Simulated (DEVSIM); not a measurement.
System: abrupt GaAs p-n junction, at 300 K.

| layer (left to right) | material | thickness (μm) | Nd (cm⁻³) | Na (cm⁻³) | τn (s) | τp (s) |
|---|---|---|---|---|---|---|
| 1 | GaAs | 0.170 | - | 9.4e17 | 4e-8 | 4e-8 |
| 2 | GaAs | 17.0 | 3.3e14 | - | 4e-8 | 4e-8 |

Left contact: ohmic. Right contact: ohmic. Voltage is applied to the left contact. Recombination: SRH at mid-gap. Mobility is constant in doping.

This is a model device: material constants are rounded textbook-type values typed into the input, and sizes, dopings and lifetimes were drawn at random. Values at 300 K.

| parameter | GaAs |
|---|---|
| gap (eV) | 1.424 |
| affinity (eV) | 4.07 |
| permittivity | 12.9 |
| Nc (cm⁻³) | 4.7e17 |
| Nv (cm⁻³) | 9e18 |
| μn (cm²/Vs) | 8500 |
| μp (cm²/Vs) | 400 |

Simulated with DEVSIM: 1D drift-diffusion, Boltzmann statistics, complete ionisation; no tunnelling, impact ionisation, image-force lowering or self-heating.

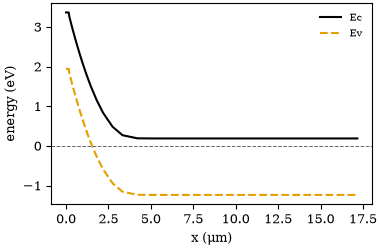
*Band edges at -2.0 V on the left contact*

Energies count from the Fermi level of the right contact; mesh points crowd at the junctions.

```json
[
 {"x (μm)": "0.000", "Ec (eV)": "3.366", "Ev (eV)": "1.942", "n (cm⁻³)": "< 1e2", "p (cm⁻³)": "9.4e17", "field (V/cm)": "≈ 0"},
 {"x (μm)": "0.02006", "Ec (eV)": "3.366", "Ev (eV)": "1.942", "n (cm⁻³)": "< 1e2", "p (cm⁻³)": "9.4e17", "field (V/cm)": "≈ 0"},
 {"x (μm)": "0.05450", "Ec (eV)": "3.366", "Ev (eV)": "1.942", "n (cm⁻³)": "< 1e2", "p (cm⁻³)": "9.4e17", "field (V/cm)": "≈ 0"},
 {"x (μm)": "0.1011", "Ec (eV)": "3.366", "Ev (eV)": "1.942", "n (cm⁻³)": "< 1e2", "p (cm⁻³)": "9.4e17", "field (V/cm)": "≈ 0"},
 {"x (μm)": "0.1496", "Ec (eV)": "3.365", "Ev (eV)": "1.941", "n (cm⁻³)": "< 1e2", "p (cm⁻³)": "9.3e17", "field (V/cm)": "-750"},
 {"x (μm)": "0.1700", "Ec (eV)": "3.338", "Ev (eV)": "1.914", "n (cm⁻³)": "< 1e2", "p (cm⁻³)": "3.2e17", "field (V/cm)": "-52000"},
 {"x (μm)": "0.1921", "Ec (eV)": "3.271", "Ev (eV)": "1.847", "n (cm⁻³)": "< 1e2", "p (cm⁻³)": "2.4e16", "field (V/cm)": "-21000"},
 {"x (μm)": "0.2590", "Ec (eV)": "3.153", "Ev (eV)": "1.729", "n (cm⁻³)": "< 1e2", "p (cm⁻³)": "2.5e14", "field (V/cm)": "-17000"},
 {"x (μm)": "0.3627", "Ec (eV)": "2.984", "Ev (eV)": "1.560", "n (cm⁻³)": "< 1e2", "p (cm⁻³)": "3.7e11", "field (V/cm)": "-16000"},
 {"x (μm)": "0.5790", "Ec (eV)": "2.649", "Ev (eV)": "1.225", "n (cm⁻³)": "< 1e2", "p (cm⁻³)": "850000", "field (V/cm)": "-15000"},
 {"x (μm)": "0.9766", "Ec (eV)": "2.088", "Ev (eV)": "0.664", "n (cm⁻³)": "< 1e2", "p (cm⁻³)": "790", "field (V/cm)": "-13000"},
 {"x (μm)": "2.180", "Ec (eV)": "0.838", "Ev (eV)": "-0.586", "n (cm⁻³)": "4000", "p (cm⁻³)": "280", "field (V/cm)": "-7600"},
 {"x (μm)": "4.209", "Ec (eV)": "0.191", "Ev (eV)": "-1.233", "n (cm⁻³)": "2.9e14", "p (cm⁻³)": "< 1e2", "field (V/cm)": "-140"},
 {"x (μm)": "7.939", "Ec (eV)": "0.188", "Ev (eV)": "-1.236", "n (cm⁻³)": "3.3e14", "p (cm⁻³)": "< 1e2", "field (V/cm)": "≈ 0"},
 {"x (μm)": "13.26", "Ec (eV)": "0.188", "Ev (eV)": "-1.236", "n (cm⁻³)": "3.3e14", "p (cm⁻³)": "< 1e2", "field (V/cm)": "≈ 0"},
 {"x (μm)": "15.14", "Ec (eV)": "0.188", "Ev (eV)": "-1.236", "n (cm⁻³)": "3.3e14", "p (cm⁻³)": "< 1e2", "field (V/cm)": "≈ 0"},
 {"x (μm)": "16.17", "Ec (eV)": "0.188", "Ev (eV)": "-1.236", "n (cm⁻³)": "3.3e14", "p (cm⁻³)": "< 1e2", "field (V/cm)": "≈ 0"},
 {"x (μm)": "16.66", "Ec (eV)": "0.188", "Ev (eV)": "-1.236", "n (cm⁻³)": "3.3e14", "p (cm⁻³)": "< 1e2", "field (V/cm)": "≈ 0"},
 {"x (μm)": "16.98", "Ec (eV)": "0.188", "Ev (eV)": "-1.236", "n (cm⁻³)": "3.3e14", "p (cm⁻³)": "< 1e2", "field (V/cm)": "≈ 0"},
 {"x (μm)": "17.09", "Ec (eV)": "0.188", "Ev (eV)": "-1.236", "n (cm⁻³)": "3.3e14", "p (cm⁻³)": "< 1e2", "field (V/cm)": "≈ 0"},
 {"x (μm)": "17.14", "Ec (eV)": "0.188", "Ev (eV)": "-1.236", "n (cm⁻³)": "3.3e14", "p (cm⁻³)": "< 1e2", "field (V/cm)": "≈ 0"},
 {"x (μm)": "17.17", "Ec (eV)": "0.188", "Ev (eV)": "-1.236", "n (cm⁻³)": "3.3e14", "p (cm⁻³)": "< 1e2", "field (V/cm)": "≈ 0"}
]
```
